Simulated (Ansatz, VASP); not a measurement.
# Mg (Magnesium) in two plane-wave programs

Aim: how closely do two programs agree when they are given the same cell, functional and k mesh? The cell comes out of the VASP series on this material, whose earlier steps may have relaxed, scaled or displaced it; both programs get it as it stands.

Calculated with Ansatz 0.2.0; plane waves, with VASP 6.6.1 beside it; relaxation of cell and atoms at r2SCAN.

**1. Starting point**

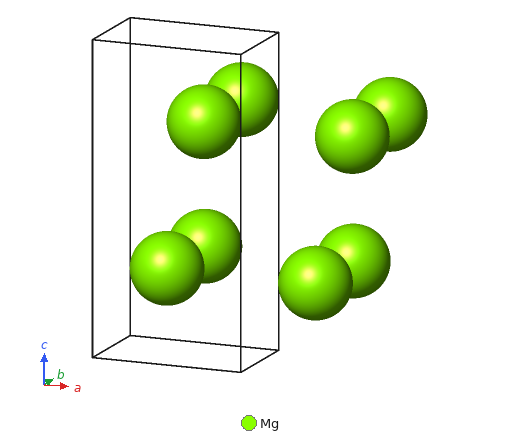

The starting structure, seen slightly off an axis (magnesium green). 2×2×1 cells are drawn.

**2. VASP: relaxation of cell and atoms, r2SCAN**

The relaxed volume is the usual yardstick between codes: its relative difference is about their pressure difference at one cell divided by the bulk modulus.

Lines of VASP's logs that name or quote its potential files are left out, and so is its time.

File INCAR:

```
SYSTEM = Mg
PREC = Accurate
ENCUT = 450
EDIFF = 1E-06
NELM = 100
ISMEAR = 1
SIGMA = 0.1
LREAL = .FALSE.
ALGO = Normal
METAGGA = R2SCAN
LASPH = .TRUE.
LORBIT = 11
LWAVE = .FALSE.
LCHARG = .FALSE.
KPAR = 2
IBRION = 2
NSW = 50
ISIF = 3
EDIFFG = -0.01
```

File POSCAR:

```
Mg
1.0
    3.1726081981      0.0000000000      0.0000000000
   -1.5863040991      2.7475592959      0.0000000000
    0.0000000000      0.0000000000      5.1587897538
Mg
2
Direct
    0.6666666667      0.3333333333      0.7500000000
    0.3333333333      0.6666666667      0.2500000000
```

File KPOINTS:

```
Automatic mesh
0
Gamma
10 10 6
0 0 0
```

The projector-augmented-wave data sets are Mg (PBE family, release 64).

Launch:

```sh
mpirun -np 2 vasp_std
```

Numbers of over 12 decimals in the logs are rounded to 6 here.

Log:

```text
[banner, memory and clock lines left out]
running    2 mpi-ranks, on    1 nodes
 distrk:  each k-point on    1 cores,    2 groups
 distr:  one band on    1 cores,    1 groups

 POSCAR found type information on POSCAR Mg
 POSCAR found :  1 types and       2 ions
|                                                                             |
|               ----> ADVICE to this user running VASP <----                  |
|                                                                             |
|     You enforced a specific xc type in the INCAR file but a different       |
|     [... a line on the potential file left out ...]
|     I HOPE YOU KNOW WHAT YOU ARE DOING!                                     |
|                                                                             |

 LDA part: xc-table for (None), standard interpolation
 POSCAR, INCAR and KPOINTS ok, starting setup
 FFT: planning ... GRIDC
 FFT: planning ... GRID_SOFT
 FFT: planning ... GRID
 WAVECAR not read
 entering main loop
       N       E                     dE             d eps       ncg     rms          rms(c)
DAV:   1    -0.531503333146E+01   -0.53150E+01   -0.12385E+03   672   0.435E+02
DAV:   2    -0.830385332753E+01   -0.29888E+01   -0.27886E+01   888   0.283E+01
DAV:   3    -0.832434545996E+01   -0.20492E-01   -0.20529E-01   942   0.344E+00
DAV:   4    -0.832442203492E+01   -0.76575E-04   -0.76553E-04   990   0.180E-01
DAV:   5    -0.832442242489E+01   -0.38997E-06   -0.39019E-06   924   0.892E-03    0.945E-01
DAV:   6    -0.827031613129E+01    0.54106E-01   -0.10558E-01   780   0.199E+00    0.697E-01
DAV:   7    -0.828431874726E+01   -0.14003E-01   -0.18744E-02   750   0.167E+00    0.200E-01
DAV:   8    -0.828455905071E+01   -0.24030E-03   -0.32333E-04   906   0.211E-01    0.208E-02
DAV:   9    -0.828455376315E+01    0.52876E-05   -0.12552E-05   834   0.277E-02    0.192E-03
DAV:  10    -0.828455458223E+01   -0.81908E-06   -0.19165E-07   588   0.380E-03
   1 F= -.82845546E+01 E0= -.82839045E+01  d E =-.828455E+01
 curvature:   0.00 expect dE= 0.000E+00 dE for cont linesearch  0.000E+00
 trial: gam= 0.00000 g(F)=  0.460E-44 g(S)=  0.295E-05 ort = 0.000E+00 (trialstep = 0.100E+01)
 search vector abs. value=  0.295E-05
 reached required accuracy - stopping structural energy minimisation
```

Parts of OUTCAR (step 2):

```text
ion  position               nearest neighbor table
   1  0.667  0.333  0.750-   2 3.16   2 3.16   2 3.16   2 3.16   2 3.16   2 3.16
   2  0.333  0.667  0.250-   1 3.16   1 3.16   1 3.16   1 3.16   1 3.16   1 3.16

  LATTYP: Found a hexagonal cell.
 ALAT       =     3.1726081981
 C/A-ratio  =     1.6260406050

 Subroutine GETGRP returns: Found 24 space group operations
 (whereof 12 operations were pure point group operations)

The static configuration has the point symmetry D_3d.
 The point group associated with its full space group is D_6h.

 Found     56 irreducible k-points:

   k-points           NKPTS =     56   k-points in BZ     NKDIM =     56   number of bands    NBANDS=      6

   dimension x,y,z NGX =    24 NGY =   24 NGZ =   36
   dimension x,y,z NGXF=    48 NGYF=   48 NGZF=   72

   ENCUT  =  450.0 eV  33.07 Ry    5.75 a.u.   5.49  5.49  8.92*2*pi/ulx,y,z

   NELECT =       4.0000    total number of electrons

 k-points in reciprocal lattice and weights: Automatic mesh
   0.00000000  0.00000000  0.00000000       0.002
   0.10000000  0.00000000  0.00000000       0.010
   0.20000000  0.00000000  0.00000000       0.010
   0.30000000 -0.00000000  0.00000000       0.010
   0.40000000  0.00000000  0.00000000       0.010
   0.50000000  0.00000000  0.00000000       0.005
   0.10000000  0.10000000  0.00000000       0.010
   0.20000000  0.10000000  0.00000000       0.020
   0.30000000  0.10000000  0.00000000       0.020
[...]
0.40000000  0.20000000  0.50000000       0.010
   0.30000000  0.30000000  0.50000000       0.010

 average (electrostatic) potential at core
       1 -42.3826       2 -42.3826

 E-fermi :   2.8610

 k-point     1 :       0.0000    0.0000    0.0000
  band No.  band energies     occupation
      1      -4.7271      2.00000
      2       0.8058      2.00000
      3       1.5436      2.00000
      4      14.5990      0.00000
      5      14.5990      0.00000
      6      14.8077      0.00000

 k-point     2 :       0.1000    0.0000    0.0000
  band No.  band energies     occupation
      1      -4.5144      2.00000
      2       1.0021      2.00000
      3       1.7453      2.00000
      4      11.6115      0.00000
      5      13.1138      0.00000
      6      13.9258      0.00000

 k-point     3 :       0.2000    0.0000    0.0000
  band No.  band energies     occupation
      1      -3.8791      2.00000
      2       1.5914      2.00000
      3       2.3347      2.00000
      4       8.4080      0.00000
      5      11.8725      0.00000
      6      12.2528      0.00000

  Total       -0.0017567     -0.0017567     -0.0107718      0.0000000      0.0000000      0.0000000
  in kB       -0.0625878     -0.0625878     -0.3837857      0.0000000      0.0000000      0.0000000
  external PRESSURE =      -0.1696538 kB  Pullay stress =       0.0000000 kB

  energy-cutoff  :      450.00
  volume of cell :       44.97
      direct lattice vectors                 reciprocal lattice vectors
     3.172608198  0.000000000  0.000000000     0.315198076  0.181979694  0.000000000
    -1.586304099  2.747559296  0.000000000     0.000000000  0.363959388  0.000000000
     0.000000000  0.000000000  5.158789754     0.000000000  0.000000000  0.193843915

 POSITION                                       TOTAL-FORCE (eV/Angst)
 -----------------------------------------------------------------------------------
      1.58630      0.91585      3.86909         0.000000      0.000000      0.000000
     -0.00000      1.83171      1.28970        -0.000000     -0.000000      0.000000
 -----------------------------------------------------------------------------------
    total drift:                               -0.000000      0.000000     -0.000000

  FREE ENERGIE OF THE ION-ELECTRON SYSTEM (eV)
  ---------------------------------------------------
  free  energy   TOTEN  =        -8.2845545822 eV

  energy  without entropy=       -8.2826044359  energy(sigma->0) =       -8.28390453

 reached required accuracy - stopping structural energy minimisation

 total charge
# of ion       s       p       d       tot
------------------------------------------
    1        0.195   0.132   0.012   0.339
    2        0.195   0.132   0.012   0.339
--------------------------------------------------
tot          0.391   0.264   0.023   0.678

[... 3 further parts left out ...]
```

CONTCAR:

```
Mg
   1.00000000000000
     3.1726081980999998    0.0000000000000000    0.0000000000000000
    -1.5863040990999999    2.7475592958999999    0.0000000000000000
     0.0000000000000000    0.0000000000000000    5.1587897537999998
  Mg
     2
Direct
     0.6666666667000030    0.3333333332999970    0.7500000000000000
     0.3333333332999970    0.6666666667000030    0.2500000000000000
```

**3. Ansatz: relaxation of cell and atoms, r2SCAN**

Ansatz runs on its default PAW (the set named soft_2) files.

The same cell, functional, mesh and smearing now go to Ansatz, which takes its cutoff from its data sets.

File input.yaml:

```yaml
crystal:
  lattice:
    - [3.1726081981, 0.0, 0.0]
    - [-1.5863040991, 2.7475592959, 0.0]
    - [0.0, 0.0, 5.1587897538]
  atoms:
    - { symbol: Mg, position: [0.6666666667, 0.3333333333, 0.75] }
    - { symbol: Mg, position: [0.3333333333, 0.6666666667, 0.25] }
hamiltonian:
  xc: r2scan
  pseudopotentials: { kind: paw }
kpoints:
  mp_grid: { grid: [10, 10, 6] }
scf:
  occupations: { method: methfessel_paxton, width: 0.1 }
relax:
  f_tol: 0.01
  max_steps: 60
  cell: { stress_tol: 0.05 }
output:
  forces: true
  stress: true
  write_density: true
  write_potential: true
  elf: true
  volumetric_format: npy
```

Launch:

```sh
ansatz run input.yaml --threads 4 --pin off --max-ram 9216MiB --backend cpu --events-out ev --progress --plain --runs-dir out
```

Log:

```text
Engine: ansatz 0.2.0, x86_64-unknown-linux-gnu
Pseudopotentials: kind: paw
Pseudopotential: Mg, paw, valence charge 10, recommended cutoff 500 eV (meta_gga), Mg.paw.azcp
Functional definition: r2SCAN
  parameter k0 = 0.174
  parameter k1 = 0.065
  parameter a1 = 4.9479
  exchange = r2scan_x(k0 = k0, k1 = k1, a1 = a1)
  correlation = r2scan_c
Crystal: 2 atoms, lattice volume = 44.969 Å³
Basis set: ecut = 500 eV, 1105 PW (Γ), exchange–correlation on 96×96×160 points (64 copies of the dense FFT grid, shifted against one another)
Bands: 14, of which v1, the nominal top of the filled ones, is band 10 counted from 1 (9 counted from 0)
Symmetry: 24 space group operations
Space group: P63/mmc (ITA 194), of the structure as read, at distance tolerance 3.6e-5 Å
k-points: 56 of 600
Non-local potential: Mg, projectors of the file, l = 0: 3, l = 1: 2, l = 2: 1
PAW form: soft (Blöchl's): semilocal exchange-correlation on the pseudo side does not see the compensation charge
PAW frozen core: Mg, regenerated for the run's functional (the file was generated under x = pbe(κ = 0.804, μ = 0.219515), c = pbe(β = 0.066725))
PAW one-centre angular grid: Mg, 302 points (default); XC on 224 Gauss nodes
Initial density: superposition of atomic densities (neutral atoms: chi_scale 0, normalization atom), corrected by the library's trained network
Initial wavefunctions: pseudopotential atomic-orbital guess
Functional: x = r2scan, c = r2scan; τ floored in thin density (d = 2e-4 eV/Å³)
SCF iter   1: F=—  HF=-3852.792873 eV  |F-HF|=—  |Δ(HF+E_count)|=         —  Δρ=7.42e-3  dr2=7.90e-3  dr2_τ=6.54e-4  ethr=1.77e-3  ⟨swp⟩=5.0  Hψ=4251  notcnv=0
preconditioner: auto → none  [metal: Δε(μ)=0.017 eV  Ē_g=7.504 eV  σ=0.100 eV  W_gap=0.15  n_scr=8 (ndim 8)  ℏωp=11.1 eV  f_vac=0.000  D(μ)=1.99/eV (n_scr^D=22)  sad-step TF]
SCF iter   2: F=—  HF=-3852.800509 eV  |F-HF|=—  |Δ(HF+E_count)|=   7.64e-3  S|Δr|=    0.00e0  Δρ=3.09e-3  dr2=1.95e-3  dr2_τ=5.52e-5  ethr=3.95e-5  ⟨swp⟩=2.0  Hψ=2016  notcnv=0
SCF iter   3: F=—  HF=-3852.800980 eV  |F-HF|=—  |Δ(HF+E_count)|=   4.71e-4  S|Δr|=    0.00e0  Δρ=6.31e-4  dr2=1.12e-4  dr2_τ=3.94e-6  ethr=9.76e-6  ⟨swp⟩=2.2  Hψ=1270  notcnv=0
SCF iter   4: F=—  HF=-3852.801050 eV  |F-HF|=—  |Δ(HF+E_count)|=   7.01e-5  S|Δr|=    0.00e0  Δρ=5.68e-5  dr2=1.13e-6  dr2_τ=3.93e-8  ethr=5.58e-7  ⟨swp⟩=2.0  Hψ=961  notcnv=0
SCF iter   5: F=—  HF=-3852.801051 eV  |F-HF|=—  |Δ(HF+E_count)|=   7.48e-7  S|Δr|=    0.00e0  Δρ=4.75e-6  dr2=6.48e-9  dr2_τ=3.81e-10  ethr=5.00e-10  ⟨swp⟩=8.0  Hψ=4468  notcnv=0
SCF iter   6: F=-3852.801051 eV  HF=-3852.801051 eV  |F-HF|=8.19e-12  |Δ(HF+E_count)|=   8.74e-9  S|Δr|=    0.00e0  Δρ=3.35e-7  dr2=6.22e-11  dr2_τ=1.64e-12  ethr=3.24e-11  ⟨swp⟩=4.9  Hψ=4049  notcnv=0
SCF 1 converged in 6 iterations: F = -3852.801051 eV  dr2 = 6.22e-11
  greatest PAW one-centre occupation: 1.000 electrons in one spin orbital (limit 2), on the Mg atom at site 1 (counted from 0), in its partial waves of l = 0
relax step   1: F+E_penalty+E_count = -3852.80105084 eV  Δ(F+E_penalty+E_count) = +0.000e0 eV  max|allowed force component| = 1.619e-17 eV/Å  Δτ_max = 0.0000 Å  P = +0.252 GPa  Ω = 44.969 Å³  (6 SCF iters, dr2 threshold 1.00e-7 eV, accepted)
[...]
relax step   2: F+E_penalty+E_count = -3852.80123433 eV  Δ(F+E_penalty+E_count) = -1.835e-4 eV  max|allowed force component| = 3.643e-17 eV/Å  Δτ_max = 0.0000 Å  P = +0.025 GPa  Ω = 45.224 Å³  energy of the carried Pulay correction = -4.599e-5 eV  (3 SCF iters, dr2 threshold 1.91e-7 eV, accepted)
[...]
relax step   3: F+E_penalty+E_count = -3852.80127871 eV  Δ(F+E_penalty+E_count) = -4.438e-5 eV  max|allowed force component| = 3.643e-17 eV/Å  Δτ_max = 0.0000 Å  P = +0.025 GPa  Ω = 45.224 Å³  stress off target by 4.33e-2 GPa  SCF on the basis re-selected at this cell (its energy is not comparable with the rows above)  (4 SCF iters)
basis re-selected at this cell: Δ(F+E_penalty+E_count) = -4.438e-5 eV, ΔP = -0.000 GPa vs the last step (what re-selecting the basis moved, of the pressure what is left beyond the Pulay correction that the steps carried, after the strain that the cell walked since its last selection, with what the two solves' SCF thresholds leave and, on support functions, any second-order correction that the steps lacked; it is no m [...]
SCF converged after 4 iterations
Stability not checked: this state was not tested for a lower state beside it, because cold or Methfessel-Paxton smearing, or corrected tetrahedra, fill the levels in a way that the test cannot read (fill_not_monotonic; see scf.lower_state_search)
Free energy (F): -3852.801279 eV
Harris-Foulkes:  -3852.801279 eV  (|F-HF|=0.00e0)
Internal energy: -3852.799307 eV  (E = F + TS)
E sigma→0 (E₀):  -3852.800786 eV
Entropy (-TS):   -0.001972 eV (-0.986 meV/atom)
Fermi energy:    5.898626 eV
--- Per-component energies (eV) ---
  E_band       = -740.707658
  E_kinetic    = 148.764842
  E_local      = -3231.588586  (includes V_loc(G=0)·N_el)
  E_nonlocal   = 191.771950
  E_hartree    = 1154.369867
  E_xc         = -52.841760
  E_vxc        = -76.718434  (∫ρ·V_xc dr)
  E_paw        = -592.515382  (= ΣΔE_a)
  E_vpaw       = -86.683238  (= ΣTr[D̂ρ^β])
  E_aug_tail   = -0.000003  (compensation charges beyond the density's cutoff)
  E_vtau       = 5.006056  (kinetic-family band-sum trace: ∫τ·v_τ [+ j·A + Jᵃ·Aᵃ] dr)
  E_ewald      = -1470.707819
  E_core_change = -0.052416  (= ΣΔE_core)
  E_smearing   = -0.001972  (= −TS)
  E_closure    = -0.000000  (closes the sum)
  Σ components = -3852.801279   (vs F -3852.801279, Δ=0.00e0)
--- Forces (eV/Å), atoms counted from 1 ---
  atom   1  Mg    -0.00000000    -0.00000000     0.00000000
  atom   2  Mg     0.00000000     0.00000000    -0.00000000
  max |Σ_I F_I| component: 4.63e-18 eV/Å
--- Stress (GPa, compression-positive) ---
        0.043266      -0.000000       0.000000
       -0.000000       0.043266       0.000000
        0.000000       0.000000      -0.011420
  P = ⅓ Tr σ = 0.0250 GPa (0.250 kbar)
--- Band table (eV; the first three rows and the last of 56) ---
  k-point 0: bands = [... 6 lower, -38.2621, -38.2617, -1.6675, 3.8597, 4.5925, 17.5628, 17.5628, 17.7838]
  k-point 1: bands = [... 6 lower, -38.2624, -38.2624, -1.4996, 2.4268, 6.3142, 16.8764, 17.6872, 17.6872]
  k-point 2: bands = [... 6 lower, -38.2634, -38.2634, -0.9978, 0.9796, 8.6270, 14.0213, 18.0218, 18.0218]
  k-point 55: bands = [... 6 lower, -38.2690, -38.2690, 5.2058, 5.2058, 6.9093, 6.9093, 8.1257, 8.1257]
--- Relaxed structure (2 steps of the walk, 2 accepted, 1 SCFs on fresh bases) ---
  F+E_penalty+E_count = -3852.80127871 eV   max|allowed force component| = 3.643e-17 eV/Å   (the final SCF, on the basis selected at the relaxed cell)
  cell:  # Å, volume = 45.2237 Å³
    - [3.179432, 2.8929606380105546e-11, 0]
    - [-1.589716, 2.753469, 0]
    - [0.0, 0, 5.165783]
  atoms:
    - { symbol: Mg, position: [0.666667, 0.333333, 0.750000] }
    - { symbol: Mg, position: [0.333333, 0.666667, 0.250000] }
```

Run time: 2.8 s. Hardware: 4 threads of AMD EPYC 9R45, shared host; peak memory 0.48 GiB; 6.1 s of CPU time.

**4. Side by side**

Known differences besides the PAW data sets themselves: VASP keeps PBE cores, Ansatz makes them for the functional; both relaxations stop at a tolerance, which leaves soft axes loose, and VASP keeps its plane-wave basis; the data sets hold 20 valence electrons in Ansatz (default PAW (the set named soft_2) files) and 4 in VASP; the cutoff is 500 eV in Ansatz and 450 eV in VASP; Ansatz adds a Pulay correction to the stress that steers its cell, VASP none. Total energies have different zeros and are not compared.

The two programs side by side:

```
                                         quantity  Ansatz   VASP  difference
                                      volume (Å³)   45.22  44.97     +0.57 %
edge a after relaxation, in the typed setting (Å)   3.179  3.173     +0.21 %
edge c after relaxation, in the typed setting (Å)   5.166  5.159     +0.14 %
```

The walks stopped with 0.03 GPa left in Ansatz and -0.02 GPa in VASP; each walk ends within a tolerance, so the volume difference is uncertain by about these residues over the bulk modulus, most in soft cells.

**5. Results**

- difference in volume (relaxation of cell and atoms, r2SCAN): 0.57 %

The difference in volume is 0.57 % (relaxation of cell and atoms, r2SCAN), within the 1.2 % picked in this series as the mark of a large difference, as far as the stopping tolerances let one tell. Differences of this kind measure data sets and numerical settings, not the functional's error against experiment.

[Lines on the potential files, build, host, timing and source positions are cut from VASP's logs without a mark.]

[Logs are printed without paths, hosts, clocks, repeated set-up lines and the standing remarks that a program may print on its own settings, such as how far it seeks lower states.]

[Hosts, paths, dates, database ids (printed as entryN), source tags and the programs' standing remarks are cut or masked in the printed files.]
